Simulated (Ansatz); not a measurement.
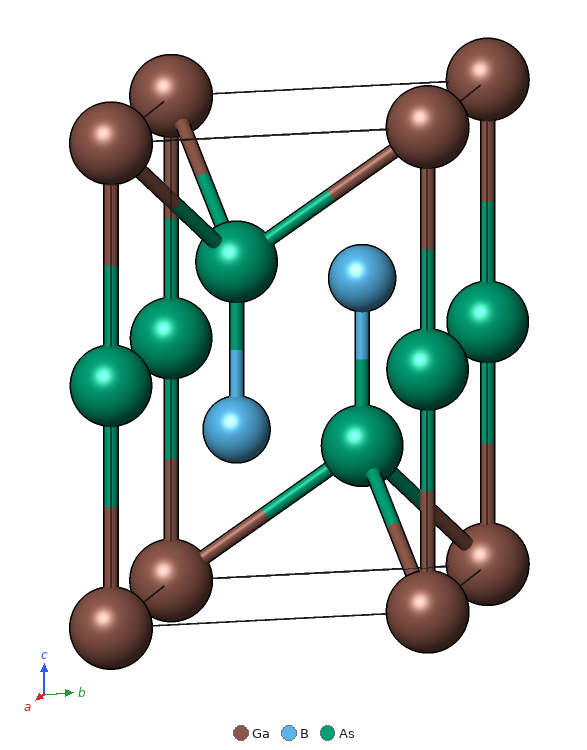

Ball-and-stick representation of a periodic structure, projected slightly off an axis. The frame is the simulation cell; atoms at its boundary are shown with their periodic copies.

```yaml
crystal:
  lattice:
    - [4.29801, 0.00000, 0.00000]
    - [-2.14901, 3.72219, 0.00000]
    - [0.00000, 0.00000, 6.25832]
  atoms:
    - { symbol: Ga, position: [0.00000, 0.00000, 0.00000] }
    - { symbol: B, position: [0.66667, 0.33333, 0.36582] }
    - { symbol: B, position: [0.33333, 0.66667, 0.63418] }
    - { symbol: As, position: [0.00000, 0.00000, 0.50000] }
    - { symbol: As, position: [0.66667, 0.33333, 0.71171] }
    - { symbol: As, position: [0.33333, 0.66667, 0.28829] }
```

Calculation details: DFT PBE, scalar-relativistic, plane waves, PAW (Ansatz); a plane-wave cutoff of 420 eV, a 12×12×6 k-point mesh, Gaussian smearing of 0.1 eV, no spin polarisation.

Give the Bader charge of each element.

Answer. Ga +0.51 e; B -0.19 e; As -0.10 to +0.08 e.

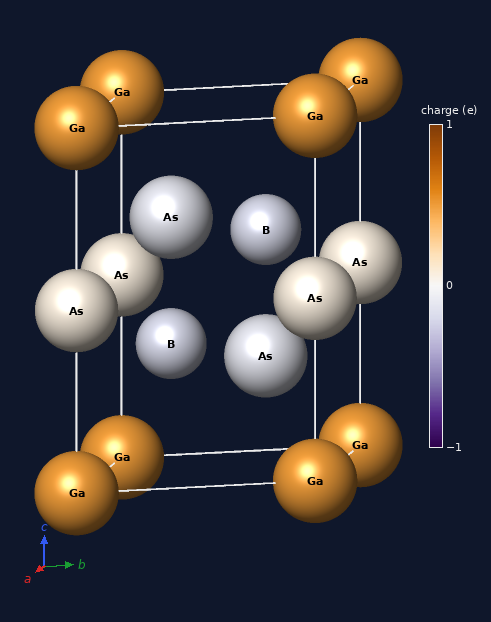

The atoms coloured by those charges.

The structure comes from a structure type filled with these elements by a generator (whether the compound takes this form wasn't checked). Earlier steps of the study, as a rule a relaxation of our own, may have changed the cell and positions, so they can lie some per cent off the listed ones. Ansatz was used for an electronic-structure calculation on it.
